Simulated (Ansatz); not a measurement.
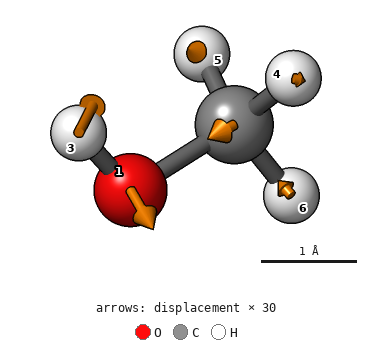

A relaxation of CH$_{4}$O. The starting structure is drawn; orange arrows show the displacements, 30 times their true length. The two geometries are superimposed by the best rigid fit.

The picture is a ball-and-stick view, seen at a tilt.

It is one of the separated products of a reaction.

Method: RKS PBE0-D4/def2-TZVP in Ansatz.

Input file:
```yaml
crystal:
  periodic: [false, false, false]
  atoms:
    - {symbol: O, position_ang: [0.402268, -0.051646, -0.722248]}
    - {symbol: C, position_ang: [1.693150, -0.240385, -1.272929]}
    - {symbol: H, position_ang: [0.372285, 0.749582, -0.191496]}
    - {symbol: H, position_ang: [2.462006, -0.297201, -0.496435]}
    - {symbol: H, position_ang: [1.945662, 0.558631, -1.976333]}
    - {symbol: H, position_ang: [1.670293, -1.187442, -1.810947]}
basis:
  gaussian: {orbitals: def2-TZVP}
hamiltonian: {xc: pbe0, dispersion: d4}
relax: {f_tol: 0.005, max_steps: 200}
```

Launched with:
```bash
ansatz run in.yaml --threads 8 --pin off --events-out ev --progress --plain --max-ram 19148MiB
```

> Which element moves most?

Hydrogen: up to 0.030 Å, against 0.021 Å for oxygen.

> Describe the change and its energy.

The atom that moves furthest after the best rigid fit is H3 (0.030 Å). By element the largest moves are H 0.030 Å, O 0.021 Å, C 0.014 Å. Some distances before and after: O1–C2 1.416 → 1.409 Å. Bond angles that change, for instance: C2–O1–H3 110.7° → 108.5°. Over 4 geometry steps the energy falls by 0.17 kcal/mol. The largest force component goes from 0.38 to 0.00077 eV/Å.
